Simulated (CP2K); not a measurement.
**BH2BrO2 (SMILES OB(O)Br): a first try and a second**

Aim: energy and forces of BH2BrO2 at PM3.

The results are computed with CP2K 2026.2.

### 1 Starting point

The species is BH2BrO2 (6 atoms), meant as a singlet with charge 0. SMILES: `OB(O)Br`. The coordinates come from a PBE0-D4/def2-TZVP relaxation. This is one conformer, not always the lowest.

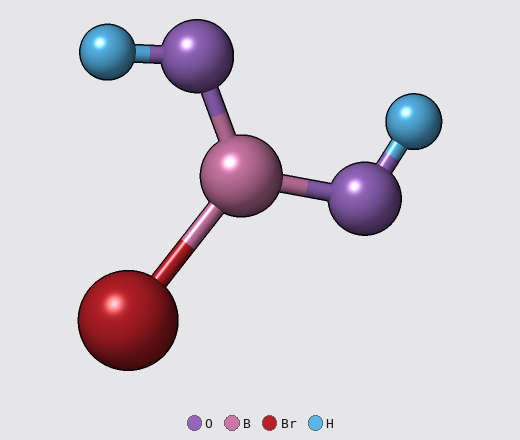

The structure, seen from a chosen angle (oxygen purple, boron pink, bromine red, hydrogen blue).

### 2 The input as first written

File gas.inp:

```
&GLOBAL
   PROJECT_NAME gas
   RUN_TYPE ENERGY_FORCE
   PRINT_LEVEL MEDIUM
&END GLOBAL

&FORCE_EVAL
   METHOD Quickstep
   &DFT
      &QS
         METHOD PM3
         EPS_DEFAULT 1.0E-10
         &SE
            &COULOMB
               CUTOFF [angstrom] 50
               RC_RANGE [angstrom] 0
            &END COULOMB
            &EXCHANGE
               CUTOFF [angstrom] 50
               RC_RANGE [angstrom] 0
            &END EXCHANGE
         &END SE
      &END QS
      &POISSON
         PERIODIC NONE
         POISSON_SOLVER ANALYTIC
      &END POISSON
      &SCF
         GUESS ATOMIC
         EPS_SCF 1.0E-07
         MAX_SCF 80
         &DIAGONALIZATION
            ALGORITHM STANDARD
         &END DIAGONALIZATION
         &MIXING
            METHOD DIRECT_P_MIXING
            ALPHA 0.4
         &END MIXING
      &END SCF
      &PRINT
         &MOMENTS
            PERIODIC F
            REFERENCE COM
            MAX_MOMENT 1
         &END MOMENTS
         &MO ON
            ENERGIES T
            OCCUPATION_NUMBERS T
            NDIGITS 6
            &EACH
               QS_SCF 0
            &END EACH
            ADD_LAST NUMERIC
         &END MO
         &HIRSHFELD OFF
         &END HIRSHFELD
      &END PRINT
   &END DFT
   &SUBSYS
      &CELL
         ABC 19.1 18.1 18.7
         PERIODIC NONE
      &END CELL
      &COORD
         O      0.519800     0.855600    -0.555500
         B     -0.165400    -0.158400     0.024500
         O      0.328800    -0.823900     1.085700
         Br    -1.897400    -0.698400    -0.652400
         H      0.065300     1.251400    -1.302300
         H      1.190900    -0.490300     1.353800
      &END COORD
      &TOPOLOGY
         &CENTER_COORDINATES
         &END CENTER_COORDINATES
      &END TOPOLOGY
   &END SUBSYS
   &PRINT
      &FORCES ON
      &END FORCES
   &END PRINT
&END FORCE_EVAL
```

On the command line:

```sh
$ OMP_NUM_THREADS=1 cp2k.psmp gas.inp > gas.out
```

What it wrote:

```text
Possible matches for unknown keyword

 GUESS

   subsection GCE in section %__ROOT__%FORCE_EVAL%DFT%SCF score:  107
   subsection GCE in section %__ROOT__%FORCE_EVAL%DFT%XAS%SCF score:  107
   keyword SCF_GUESS in section %__ROOT__%FORCE_EVAL%DFT%SCF score:  106
   enum EHT in section %__ROOT__%FORCE_EVAL%DFT%SCF for keyword SCF_GUESS score:  106
   subsection SMEAR in section %__ROOT__%FORCE_EVAL%DFT%SCF score:  106

 *******************************************************************************
 *   ___                                                                       *
 *  /   \                                                                      *
 * [ABORT]                                                                     *
 *  \___/              found an unknown keyword GUESS in section SCF           *
 *    |                                                                        *
 *  O/|                                                                        *
 * /| |                                                                        *
 * / \                                               input/input_parsing.F:253 *
 *******************************************************************************

 ===== Routine Calling Stack =====

            5 section_vals_parse
            4 section_vals_parse
            3 section_vals_parse
            2 section_vals_parse
            1 read_input
```

It took 1.1 s on 1 thread of Intel Xeon Platinum 8488C (Sapphire Rapids), shared host; peak memory 0.16 GiB.

### 3 What went wrong

The input was rejected.

The log says `\___/              found an unknown keyword GUESS in section SCF`. What is wrong: the input text is malformed or holds a word that the program doesn't know.

### 4 Try two

File gas.inp:

```
&GLOBAL
    PROJECT gas
    RUN_TYPE ENERGY_FORCE
    PRINT_LEVEL MEDIUM
&END

&FORCE_EVAL
    METHOD QUICKSTEP
    &DFT
        CHARGE 0
        MULTIPLICITY 1
        &QS
            METHOD PM3
            EPS_DEFAULT 1.0E-10
            &SE
                &COULOMB
                    CUTOFF [angstrom] 50
                    RC_RANGE [angstrom] 0
                &END
                &EXCHANGE
                    CUTOFF [angstrom] 50
                    RC_RANGE [angstrom] 0
                &END
            &END
        &END
        &POISSON
            PERIODIC NONE
            POISSON_SOLVER ANALYTIC
        &END
        # self-consistent field
        &SCF
            SCF_GUESS ATOMIC
            EPS_SCF 1.0E-07
            MAX_SCF 80
            &DIAGONALIZATION
                ALGORITHM STANDARD
            &END
            &MIXING
                METHOD DIRECT_P_MIXING
                ALPHA 0.4
            &END
        &END
        &PRINT
            &MOMENTS
                PERIODIC F
                REFERENCE COM
                MAX_MOMENT 1
            &END
            &MO ON
                ENERGIES T
                OCCUPATION_NUMBERS T
                NDIGITS 6
                &EACH
                    QS_SCF 0
                &END
                ADD_LAST NUMERIC
            &END
            &HIRSHFELD OFF
            &END
        &END
    &END
    # structure
    &SUBSYS
        # vacuum box
        &CELL
            ABC [angstrom] 19.1 18.1 18.7
            PERIODIC NONE
        &END
        &COORD
            O      0.519800     0.855600    -0.555500
            B     -0.165400    -0.158400     0.024500
            O      0.328800    -0.823900     1.085700
            Br    -1.897400    -0.698400    -0.652400
            H      0.065300     1.251400    -1.302300
            H      1.190900    -0.490300     1.353800
        &END
        &TOPOLOGY
            &CENTER_COORDINATES
            &END
        &END
    &END
    &PRINT
        &FORCES ON
        &END
    &END
&END
```

On the command line:

```sh
$ OMP_NUM_THREADS=1 cp2k.psmp -i gas.inp > gas.out 2>&1
```

What it wrote:

```text
CP2K| version string:                                       CP2K version 2026.2
[...]
 GLOBAL| Method name                                                        CP2K
[...]
 GLOBAL| Run type                                                   ENERGY_FORCE
[...]
                             - Atoms:                                          6
[...]
                             - Spherical basis functions:                     18
[...]
 Number of electrons:                                                         24
[...]
     1 P_Mix/Diag. 0.40E+00    0.0     0.70972853       -33.8116061467 -3.38E+01
[...]
    20 DIIS/Diag.  0.44E-07    0.0     0.00000003       -37.9947694684 -6.39E-14
  *** SCF run converged in    20 steps ***
  Core-core repulsion energy [eV]:                           1337.50980883067791
  Core Hamiltonian energy [eV]:                             -1744.98250626989989
  Two-electron integral energy [eV]:                        -1252.83511821438879
  Electronic energy [eV]:                                   -2371.40006537709451
  Total energy [eV]:                                        -1033.89025654641637
  Atomic reference energy [eV]:                              1026.20900725422302
  Heat of formation [kcal/mol]:                              -177.13383074564769
[...]
 SE_DIPOLE| Moment [Debye]         -2.66218301      -1.73393520      -0.08309138
 SE_DIPOLE| Derivative [a.u.]       0.00000000       0.00000000       0.00000000
 ENERGY| Total FORCE_EVAL ( QS ) energy [hartree]            -37.994769468415420
 FORCES| Atomic forces [hartree/bohr]
 FORCES|   Atom     x               y               z               |f|
 FORCES|      1 -3.27747743E-04  2.32999228E-03 -2.70096260E-03   3.58210575E-03
 FORCES|      2 -2.93223303E-02 -7.18296865E-03 -1.35357702E-02   3.30849085E-02
 FORCES|      3  1.17553756E-02  1.18283078E-02 -4.05740986E-03   1.71627590E-02
 FORCES|      4  3.04707984E-02  9.78339983E-03  1.16102114E-02   3.40438170E-02
 FORCES|      5  9.63787661E-04 -1.19718363E-02  1.33718383E-02   1.79738647E-02
 FORCES|      6 -1.35398836E-02 -4.78689493E-03 -4.68790704E-03   1.51069283E-02
 FORCES| Sum    -1.52655666E-16  6.31439345E-16 -2.35922393E-16
 FORCES| Total atomic force                                       6.91143093E-16
[...]
```

Run time: 1.1 s. Hardware: 1 thread of Intel Xeon Platinum 8488C (Sapphire Rapids), shared host; peak memory 0.19 GiB.

### 5 What came out

At PM3:

| quantity | value |
| --- | --- |
| total energy | -37.99477 Eh |
| dipole moment | 3.18 D |
| HOMO energy | -11.62 eV |
| heat of formation at this unrelaxed shape | -177.1 kcal/mol |
| largest force on an atom | 1.751 eV/Å |

**Reading.** The largest force is 1.75 eV/Å: the shape isn't a stationary point for this species at this level.
